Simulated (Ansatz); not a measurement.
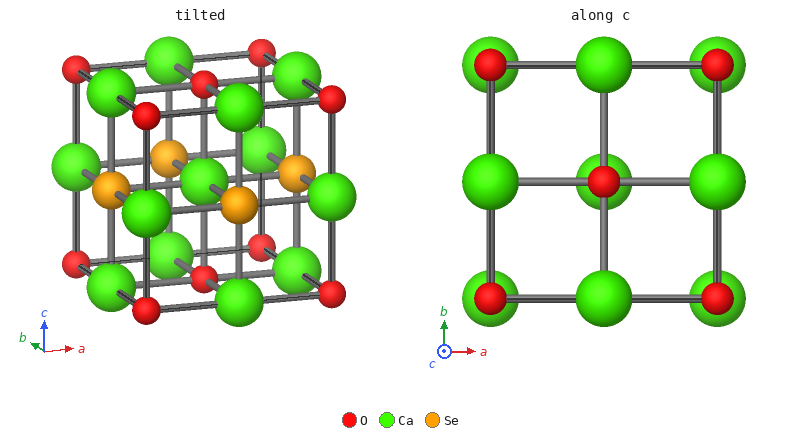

An orthographic ball-and-stick view of the structure, slightly off an axis and along the c axis. The edges of the conventional unit cell are marked.

Ca2SeO, space group Cmmm (No. 65), a = 5.411 Å, b = 5.572 Å, c = 5.494 Å, α = 90.00°, β = 90.00°, γ = 90.00°. Origin of the cell: a structure type filled with these elements by a generator (whether the compound takes this form wasn't checked). The cell was then strained or its atoms displaced on purpose. Ansatz was used for an electronic-structure calculation on it.

This one geometry was computed with Ansatz (DFT, plane waves, PAW) at three levels of theory: HSE06, PBE and r2SCAN. It was relaxed with r2SCAN and then strained.

Question: How does the band gap change with the level of theory?

Answer: PBE: a gap of 2.05 eV, direct; r2SCAN: a gap of 2.51 eV, direct; HSE06: a gap of 3.23 eV, direct.

Question: Collect the results in a table.

Answer:
| level | cutoff (eV) | k-mesh of the run's cell | gap (eV) | pressure (GPa) |
| --- | --- | --- | --- | --- |
| HSE06 | 420 | 4×4×4 | 3.23 | 0.3 |
| PBE | 420 | 6×6×6 | 2.05 | 1.1 |
| r2SCAN | 500 | 6×6×6 | 2.51 | 0.1 |

Gaps are taken on the k-mesh or band path of each run.
